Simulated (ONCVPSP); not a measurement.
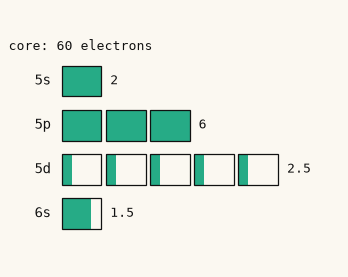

Fig. 1: The valence shells of the reference configuration: a box for each of the 2l + 1 orbitals, shaded by the share of the shell that is filled, with the electron count at the right. The shells are those of the unaltered input.

## Pseudopotential generation for Hf

- system: hafnium (Hf, Z = 72), core [Kr] 4d10 4f14, reference valence 5s2 5p6 5d2.5 6s1.5, valence charge 12. (This line and the method describe the unaltered input from which the odd one was made.)
- method: ONCV potential, LDA (Perdew-Zunger), scalar-relativistic, made with ONCVPSP 4.0.1

Input file:
```
# ATOM AND REFERENCE CONFIGURATION
# atsym  z   nc   nv     iexc    psfile
  Hf 72.00   10    4        3      upf
#
#   n    l    f
    1    0    2.00
    2    0    2.00
    2    1    6.00
    3    0    2.00
    3    1    6.00
    3    2   10.00
    4    0    2.00
    4    1    6.00
    4    2   10.00
    4    3   14.00
    5    0    2.00
    5    1    6.00
    5    2    2.50
    6    0    1.50
#
# PSEUDOPOTENTIAL AND OPTIMIZATION
# lmax
    2
#
#   l,   rc,      ep,       ncon, nbas, qcut
    0    2.15    0.00    5    8    5.40
    1    1.60    0.00    4    8    9.30
    2    2.15    0.00    5    8    5.00
#
# LOCAL POTENTIAL
# lloc, lpopt,  rc(5),   dvloc0
    4    5    1.20    0.00
#
# VANDERBILT-KLEINMAN-BYLANDER PROJECTORs
# l, nproj, debl
    0    3    3.00
    1    2    3.10
    2    2    1.70
#
# MODEL CORE CHARGE
# icmod, fcfact, rcfact
    3   30.00    1.30
#
# LOG DERIVATIVE ANALYSIS
# epsh1, epsh2, depsh
   -4.00    5.00    0.02
#
# OUTPUT GRID
# rlmax, drl
    6.00    0.01
#
# TEST CONFIGURATIONS
# ncnf
    4
# nvcnf
#   n    l    f
    4
    5    0    2.00
    5    1    6.00
    5    2    2.00
    6    0    2.00
#
    4
    5    0    2.00
    5    1    6.00
    5    2    2.00
    6    0    1.00
#
    4
    5    0    2.00
    5    1    6.00
    5    2    2.00
    6    0    0.00
#
    4
    5    0    2.00
    5    1    6.00
    5    2    2.00
    6    0    1.50
#
```

Run as:
```bash
oncvpsp.x < Hf.dat > Hf.out
```

Log (extracts):
```
ONCVPSP  (Optimized Norm-Conservinng Vanderbilt PSeudopotential)
scalar-relativistic version 4.0.1

#   n    l    f        energy (Ha)
    1    0    2.00    -2.3972133E+03
    2    0    2.00    -4.0998788E+02
    2    1    6.00    -3.6012660E+02
    3    0    2.00    -9.3375626E+01
    3    1    6.00    -7.8482340E+01
    3    2   10.00    -6.0824966E+01
    4    0    2.00    -1.8765343E+01
    4    1    6.00    -1.3876940E+01
    4    2   10.00    -7.5599311E+00
    4    3   14.00    -5.9833403E-01
    5    0    2.00    -2.4404876E+00
    5    1    6.00    -1.2863563E+00
    5    2    2.50    -9.0897970E-02
    6    0    1.50    -1.8629291E-01

Reference configufation results
  iterations    34
  all-electron total energy (Ha)   -1.50691597D+04

Begin loop to  construct optimized pseudo wave functions
and semi-local pseudopoentials for all angular momenta

   Wellstate for l =  0  n =  8
     eigenvalue =   2.8137
     asymptotic potential =   3.3137
     half-point radius =  3.8649

Calculating optimized projector #   1

 for l=   0

    Fraction of norm inside rc  0.985340
    Optimizing pswf for qcut=   5.40 a_B^-1,  ecut=  14.58 Ha
    Residual kinetic energy error=  9.70D-05 Ha

    Energy error per electron        Cutoff
         Ha          eV             Ha
         0.01000     0.27211        5.08
         0.00100     0.02721       11.28
         0.00010     0.00272       14.75
         0.00001     0.00027       34.86

Calculating optimized projector #   2

 for l=   0

    Fraction of norm inside rc  0.116140
    Optimizing pswf for qcut=   5.40 a_B^-1,  ecut=  14.58 Ha
    Residual kinetic energy error=  1.00D-04 Ha

    Energy error per electron        Cutoff
         Ha          eV             Ha
         0.01000     0.27211        3.69
         0.00100     0.02721       10.77
         0.00010     0.00272       14.66
         0.00001     0.00027       38.04

Calculating optimized projector #   3

 for l=   0

    Fraction of norm inside rc  0.133968
    Optimizing pswf for qcut=   5.40 a_B^-1,  ecut=  14.58 Ha
    Residual kinetic energy error=  1.96D-03 Ha

    Energy error per electron        Cutoff
         Ha          eV             Ha
         0.01000     0.27211       10.88
         0.00100     0.02721       16.42
         0.00010     0.00272       44.33
         0.00001     0.00027       58.37

   Wellstate for l =  1  n =  7
     eigenvalue =   1.8136
     asymptotic potential =   2.3136
     half-point radius =  3.5562

Calculating optimized projector #   1

 for l=   1

    Fraction of norm inside rc  0.745007
    Optimizing pswf for qcut=   9.30 a_B^-1,  ecut=  43.21 Ha
    Residual kinetic energy error=  1.23D-07 Ha

    Energy error per electron        Cutoff
         Ha          eV             Ha
         0.01000     0.27211       19.86
         0.00100     0.02721       27.08
         0.00010     0.00272       32.50
         0.00001     0.00027       36.87

Calculating optimized projector #   2

 for l=   1

    Fraction of norm inside rc  0.070915
    Optimizing pswf for qcut=   9.30 a_B^-1,  ecut=  43.21 Ha
    Residual kinetic energy error=  3.56D-07 Ha

    Energy error per electron        Cutoff
         Ha          eV             Ha
         0.01000     0.27211       18.29
         0.00100     0.02721       26.80
         0.00010     0.00272       32.96
         0.00001     0.00027       37.74

   Wellstate for l =  2  n =  7
     eigenvalue =   1.6091
     asymptotic potential =   2.1091
     half-point radius =  4.6143

Calculating optimized projector #   1

 for l=   2

    Fraction of norm inside rc  0.453595
    Optimizing pswf for qcut=   4.99 a_B^-1,  ecut=  12.46 Ha
    Residual kinetic energy error=  3.85D-04 Ha

    Energy error per electron        Cutoff
         Ha          eV             Ha
         0.01000     0.27211        8.34
         0.00100     0.02721       11.24
         0.00010     0.00272       19.51
         0.00001     0.00027       40.81

Calculating optimized projector #   2

 for l=   2

    Fraction of norm inside rc  0.121370
    Optimizing pswf for qcut=   4.99 a_B^-1,  ecut=  12.46 Ha
    Residual kinetic energy error=  1.07D-03 Ha

    Energy error per electron        Cutoff
         Ha          eV             Ha
         0.01000     0.27211        9.57
         0.00100     0.02721       12.57
         0.00010     0.00272       17.77
         0.00001     0.00027       28.87

Construct Vanderbilt / Kleinmman-Bylander projectors

B matrix Hermiticity error, ll=   0
   1   2    2.5196E-04
   1   3    7.0678E-04
   2   3   -1.5859E-04

  Orthonormal projector coefficients  1.5066E+01  4.4754E+00  7.3820E-01

B matrix Hermiticity error, ll=   1
   1   2   -4.1057E-04

  Orthonormal projector coefficients  1.1113E+01  1.4261E+00

B matrix Hermiticity error, ll=   2
   1   2   -1.1459E-04

  Orthonormal projector coefficients  5.5342E+00  8.8536E-01

Model core correction analysis
  based on d2Exc/dn_idn_j

d2excae - all-electron derivatives

   -2.468342D-02   -2.183512D-02   -8.025893D-03   -1.802222D-03
   -2.183483D-02   -2.213439D-02   -1.125411D-02   -3.284617D-03
   -8.025968D-03   -1.125439D-02   -1.629838D-02   -1.545413D-02
   -1.802170D-03   -3.284369D-03   -1.545056D-02   -2.325960D-02

d2excps - pseudofunction derivatives with no core correction

   -5.200387D-02   -3.332268D-02   -1.032569D-02   -3.947813D-03
   -3.332451D-02   -3.260850D-02   -1.420978D-02   -4.039388D-03
   -1.032562D-02   -1.420912D-02   -1.770646D-02   -1.591050D-02
   -3.948705D-03   -4.039172D-03   -1.590692D-02   -2.375104D-02

rms 2nd derivative error    8.518825E-03

rmatch, rhocmatch    1.0271    7.5327

Teter function model core charge with specified parameters

d2excps - pseudofunction derivatives with core correction

   -1.375127D-02   -1.308558D-02   -5.790556D-03   -1.426537D-03
   -1.308521D-02   -1.594637D-02   -9.676190D-03   -3.056925D-03
   -5.790411D-03   -9.676241D-03   -1.612579D-02   -1.570069D-02
   -1.426450D-03   -3.056640D-03   -1.569707D-02   -2.353705D-02

rms 2nd derivative error    4.517348E-03

Pseudoatom total energy  -50.326043

Diagnostic tests using Vanderbilt-Kleinman-Bylander pseudopotentials
  1 or more projectors used as specified by nproj input data

   l    rcore       rmatch      e in        delta e   norm test  slope test

   0   2.1565958   2.2220747  -2.4404876   0.0000015   1.0002028   1.0001853
   0   2.1565958   2.2220747  -0.1862929   0.0000009   1.0000240   1.0000194
   0   2.1565958   2.2220747   2.8137071   0.0000014   1.0003312   1.0003312

   1   1.6086727   1.6575155  -1.2863563  -0.0000069   1.0001279   1.0001451
   1   1.6086727   1.6575155   1.8136437   0.0000435   1.0004302   1.0004302

   2   2.1565958   2.2220747  -0.0908980   0.0000013   1.0000383   1.0000467
   2   2.1565958   2.2220747   1.6091020   0.0000180   1.0002345   1.0002345

 Testing for bound ghosts
   n   l    E NL Schr. Eq   E Basis Diag.   E Cutoff

   1   0       -2.440486       -2.440486     75.68
   2   0       -0.186292       -0.170027     75.68

   2   1       -1.286363       -1.286253    117.04

   3   2       -0.090897       -0.084133     73.92

 Testing for highly-localized positive-energy ghosts
       l    <radius>/rc     E Basis Diag.   E Cutoff

       0        0.974813        7.402062     75.68  WARNING - GHOST(+)

       0        0.885827        7.811113     75.68  WARNING - GHOST(+)

Test configuration 0

   n   l     f        eae           eps        diff
   1   0  2.0000-2397.21327939
   2   0  2.0000 -409.98787899
   2   1  6.0000 -360.12659743
   3   0  2.0000  -93.37562576
   3   1  6.0000  -78.48234013
   3   2 10.0000  -60.82496573
   4   0  2.0000  -18.76534272
   4   1  6.0000  -13.87694005
   4   2 10.0000   -7.55993114
   4   3 14.0000   -0.59833403
   5   0  2.0000   -2.44048764   -2.44048610    1.55D-06
   5   1  6.0000   -1.28635629   -1.28636319   -6.91D-06
   5   2  2.5000   -0.09089797   -0.09089670    1.27D-06
   6   0  1.5000   -0.18629291   -0.18629200    9.08D-07

    Total energies and differences
      AE_ref= -1.50691597D+04  AE_tst= -1.50691597D+04  dif=  0.00D+00
      PS_ref= -5.03260433D+01  PS_tst= -5.03260433D+01  dif=  1.42D-14
      PSP excitation error= -1.42D-14

Test configuration 1

   n   l     f        eae           eps        diff
   1   0  2.0000-2397.23938568
   2   0  2.0000 -410.01544281
   2   1  6.0000 -360.15410855
   3   0  2.0000  -93.40273149
   3   1  6.0000  -78.50944846
   3   2 10.0000  -60.85222404
   4   0  2.0000  -18.79263522
   4   1  6.0000  -13.90431719
   4   2 10.0000   -7.58747398
   4   3 14.0000   -0.62592610
   5   0  2.0000   -2.46837851   -2.46802944    3.49D-04
   5   1  6.0000   -1.31229740   -1.31299008   -6.93D-04
   5   2  2.0000   -0.10557078   -0.10586324   -2.92D-04
   6   0  2.0000   -0.19361617   -0.19351513    1.01D-04

    Total energies and differences
      AE_ref= -1.50691597D+04  AE_tst= -1.50692056D+04  dif= -4.59D-02
      PS_ref= -5.03260433D+01  PS_tst= -5.03718718D+01  dif= -4.58D-02
      PSP excitation error= -2.47D-05

Test configuration 2

   n   l     f        eae           eps        diff
   1   0  2.0000-2397.49964400
   2   0  2.0000 -410.27414127
   2   1  6.0000 -360.41287900
   3   0  2.0000  -93.66132809
   3   1  6.0000  -78.76804885
   3   2 10.0000  -61.11074960
   4   0  2.0000  -19.05130062
   4   1  6.0000  -14.16298021
   4   2 10.0000   -7.84607719
   4   3 14.0000   -0.88440063
   5   0  2.0000   -2.72672249   -2.72853474   -1.81D-03
   5   1  6.0000   -1.57061067   -1.57172632   -1.12D-03
   5   2  2.0000   -0.34852962   -0.34873081   -2.01D-04
   6   0  1.0000   -0.41385571   -0.41379604    5.97D-05

    Total energies and differences
      AE_ref= -1.50691597D+04  AE_tst= -1.50689043D+04  dif=  2.55D-01
      PS_ref= -5.03260433D+01  PS_tst= -5.00705709D+01  dif=  2.55D-01
      PSP excitation error= -5.06D-05

Test configuration 3

   n   l     f        eae           eps        diff
   1   0  2.0000-2397.80378109
   2   0  2.0000 -410.57608704
   2   1  6.0000 -360.71494005
   3   0  2.0000  -93.96269441
   3   1  6.0000  -79.06942509
   3   2 10.0000  -61.41208435
   4   0  2.0000  -19.35283103
   4   1  6.0000  -14.46454737
   4   2 10.0000   -8.14761246
   4   3 14.0000   -1.18563945
   5   0  2.0000   -3.02756267   -3.03327698   -5.71D-03
   5   1  6.0000   -1.87017389   -1.87242050   -2.25D-03
   5   2  2.0000   -0.62536326   -0.62545518   -9.19D-05

    Total energies and differences
      AE_ref= -1.50691597D+04  AE_tst= -1.50683713D+04  dif=  7.88D-01
      PS_ref= -5.03260433D+01  PS_tst= -4.95375156D+01  dif=  7.89D-01
      PSP excitation error= -1.49D-04

Test configuration 4

   n   l     f        eae           eps        diff
   1   0  2.0000-2397.36314063
   2   0  2.0000 -410.13848461
   2   1  6.0000 -360.27718142
   3   0  2.0000  -93.52578169
   3   1  6.0000  -78.63249980
   3   2 10.0000  -60.97523319
   4   0  2.0000  -18.91570810
   4   1  6.0000  -14.02738392
   4   2 10.0000   -7.71050686
   4   3 14.0000   -0.74891457
   5   0  2.0000   -2.59133384   -2.59186797   -5.34D-04
   5   1  6.0000   -1.43538733   -1.43621026   -8.23D-04
   5   2  2.0000   -0.22193117   -0.22217991   -2.49D-04
   6   0  1.5000   -0.30020409   -0.30012778    7.63D-05

    Total energies and differences
      AE_ref= -1.50691597D+04  AE_tst= -1.50690825D+04  dif=  7.72D-02
      PS_ref= -5.03260433D+01  PS_tst= -5.02487979D+01  dif=  7.72D-02
      PSP excitation error= -2.51D-05
```

Outcome:

| quantity | value |
| --- | --- |
| outcome | generated |
| ghost flags of the generator | 0 GHOST(-), 2 GHOST(+) |
| largest excitation error printed | 4.1 meV |
| hardware | 1 CPU thread, shared host |
| wall time | 6 s |

What is odd here:

This input holds a deliberate oddity: model core set to icmod 3, fcfact 30.00, rcfact 1.30. The program ran to the end. The all-electron atom is untouched: its total energy equals that from the unaltered input (−15069.1597 Ha). The pseudo-atom's total energy moves by −0.99 Ha, so the potential, or the configuration in which it is tested, is another one.
